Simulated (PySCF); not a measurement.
GaB (charge +1, doublet)

```xyz
2

Ga    0.0000    0.0000   -0.3861
B     0.0000    0.0000    2.4169
```

The calculation used PBE0/cc-pVTZ(-PP), non-relativistic Hamiltonian with scalar-relativistic core potentials where named, at a bond length of 2.803 Å (PySCF).

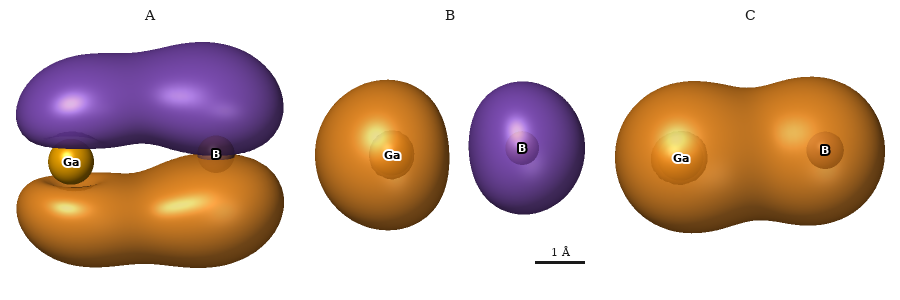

Figure 1. Three frontier β-spin orbitals, each drawn at the value that holds 80 % of its norm (orange and purple are the two phases), in no order; of a degenerate pair one member is drawn.

> Label each orbital by symmetry, say whether it is occupied, and order them by energy.

Orbital C: σ, occupied in this spin, −16.99 eV; shared between the atoms (Ga 45 %, B 55 %).
Orbital B: σ, occupied in this spin, −14.89 eV; shared between the atoms (Ga 55 %, B 45 %).
Orbital A: π, empty in this spin, −8.23 eV; bonding, with no node between the atoms.

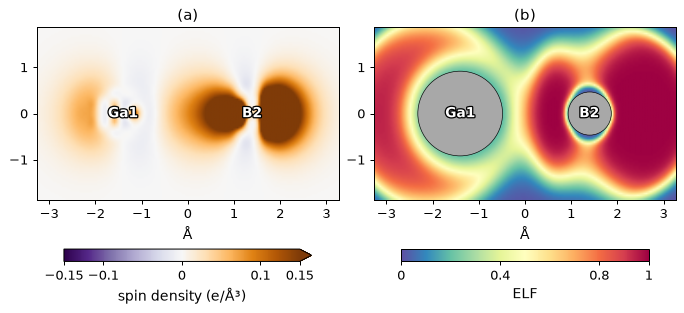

Figure 2. (a) spin density (α minus β); (b) ELF on a plane that holds the molecular axis. Grey discs cover the atomic cores in the ELF map.

> Read the bonding off the picture.

- The plane passes through Ga and B nuclei.
- Ga–B (2.80 Å): the ELF peaks at about 1 in the valence shell of B, 0.8 Å from its nucleus, and is about 0.70 at the midpoint.
- The unpaired spin (1 electron) lies mostly on B2 (about 0.7) and Ga1 (about 0.3), in electrons by Hirshfeld's partition.

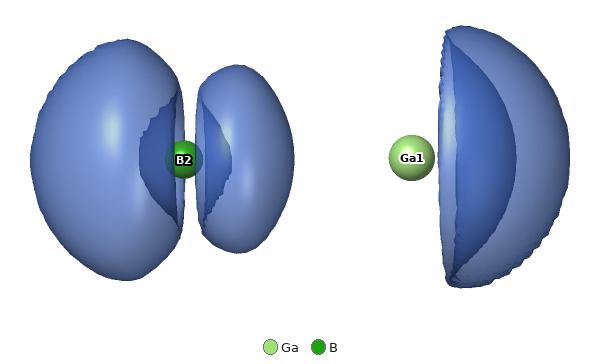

Figure 3. Isosurface of the ELF at 0.75 (blue), seen from one side. Core shells and regions of very low density are left out.

> Describe the localisation domains.

The surface consists of two lobes on B, pointing away from the bonds (non-bonding electrons) and one lobe on Ga, pointing away from the bonds (non-bonding electrons).
